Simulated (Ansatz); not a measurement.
## Run report: AlNH2F2, single-point calculation

System: AlNH2F2.
Method: RKS HSE06 (plane-wave form)-D4/def2-TZVPP (Ansatz 0.2.0).

The geometry comes from this level: PBE0-D4/def2-TZVP.

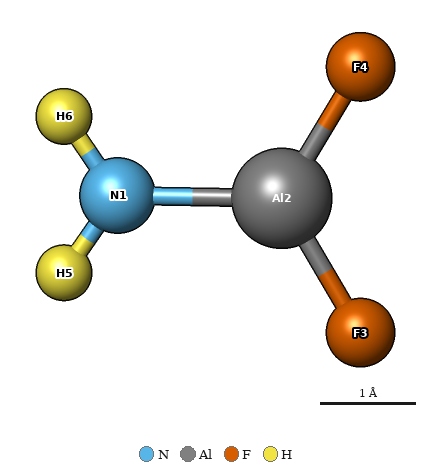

**Figure 1.** The structure as given in the input (ball-and-stick view, seen on its broad side; atoms are numbered from 1 in the order of the input). Sticks mark near contacts. Bond lengths as drawn: Al–F 1.64 Å, Al–N 1.75 Å and H–N 1.01 Å.

Results in brief

- outcome: converged
- total energy: −13551.5520 eV
- mean-field energy: −13551.4853 eV
- dispersion energy: −0.0667 eV
- SCF solution under orbital rotations: stable
- HOMO: −7.63 eV
- LUMO: −1.04 eV
- hardware: 4 threads of Arm Neoverse V1, 23 GiB of memory available, shared host
- wall time: 1.2 s (CPU time 4.3 s)
- peak memory: 0.31 GiB

Input file
```yaml
crystal:
  periodic: [false, false, false]
  atoms:
    - {symbol: N, position_ang: [-0.352488, 0.868969, -0.156860]}
    - {symbol: Al, position_ang: [0.299535, -0.727036, 0.113501]}
    - {symbol: F, position_ang: [1.455804, -0.977417, 1.249152]}
    - {symbol: F, position_ang: [-0.230002, -2.007883, -0.763061]}
    - {symbol: H, position_ang: [-0.069648, 1.692031, 0.347645]}
    - {symbol: H, position_ang: [-1.061201, 1.087235, -0.836576]}
basis:
  gaussian: {orbitals: def2-TZVPP}
hamiltonian: {xc: hse06, dispersion: d4}
output: {orbitals: {seedname: orbitals}}
```

Launched with:
```bash
ansatz run in.yaml --threads 4 --pin off --events-out ev --progress --plain --max-ram 10444MiB
```

Log
```
Functional definition: HSE06
  name "HSE06"
  cite "Heyd, Scuseria & Ernzerhof, J. Chem. Phys. 118, 8207 (2003) doi:10.1063/1.1564060"
  cite "Krukau, Vydrov, Izmaylov & Scuseria, J. Chem. Phys. 125, 224106 (2006) doi:10.1063/1.2404663"
  cite "Heyd & Scuseria, J. Chem. Phys. 120, 7274 (2004) doi:10.1063/1.1668634"
  cite "Ernzerhof & Perdew, J. Chem. Phys. 109, 3313 (1998) doi:10.1063/1.476928"
  cite "Perdew, Burke & Ernzerhof, Phys. Rev. Lett. 77, 3865 (1996) doi:10.1103/PhysRevLett.77.3865"
  parent pbe
  parameter a = 0.25
  parameter omega = 0.11/bohr
  # The whole range is PBE's own exchange, as in plane waves. The composition of these papers is wPBEh.
  exchange = pbe_x - a*pbe_x_sr(omega) + a*exact_x_sr(omega)
  correlation = pbe_c
885 factors; their error is unknown
79 factors; integrals over basis functions are off by at most 4.4e-7 eV
mean field evaluation 1: about -13541.0050 eV, gradient 8.0e1 eV
mean field evaluation 2: about -13522.4891 eV, gradient 1.2e2 eV
mean field evaluation 4: about -13551.3942 eV, gradient 5.7e0 eV
mean field evaluation 8: about -13551.4511 eV, gradient 1.7e-2 eV
mean field -13551.48522579 eV, -498.0078965213 hartree, gradient 6.2e-5 eV, S^2 0.000000; 0 other end points of the search recorded, 0 dependent functions left out
reference -13551.48526541 eV, -498.0078979773 hartree; 20, 20 occupied and 143, 143 virtual orbitals, 885 factors
Total energy: -13551.55195829 eV, -498.0103488951 hartree
```

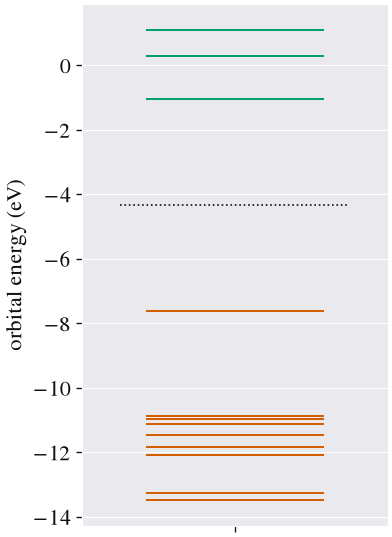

**Figure 2.** Orbital energies near the frontier; the dotted line parts filled from empty levels, and levels within 0.02 eV of each other stand side by side. Highest filled −7.63 eV, lowest empty −1.04 eV, 6.59 eV apart.
